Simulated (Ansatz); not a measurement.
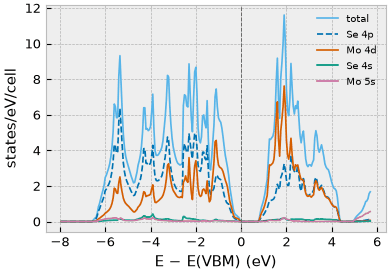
*Total and projected density of states of MoSe₂ in space group P6_3/mmc (No. 194; Mo on 2c, Se on 4f), PBE+D3(BJ) (plane waves, PAW; program Ansatz)*

**Question.** Which orbitals carry the states next to the gap?

**Answer.** Top 1 eV of the valence band: Mo 4d 58 %, Se 4p 38 %. Bottom 1 eV of the conduction band: Mo 4d 68 %, Se 4p 26 %. Projections are on Löwdin-orthogonalised atomic valence shells; empty p or d shells of many metals are not among them.

**Question.** Where is the tallest occupied peak in this window, and what makes it?

**Answer.** Near -5.3 eV, about 9.3 states/eV per cell; the largest projected share is Se 4p.

The PBE+D3(BJ) relaxation kept the symmetry of its start; phonons on a q-mesh show no instability. No spin polarisation was allowed. Scalar-relativistic: spin–orbit coupling is off unless named, which matters more the heavier the elements.

Potentials: the later of the program's two PAW sets.
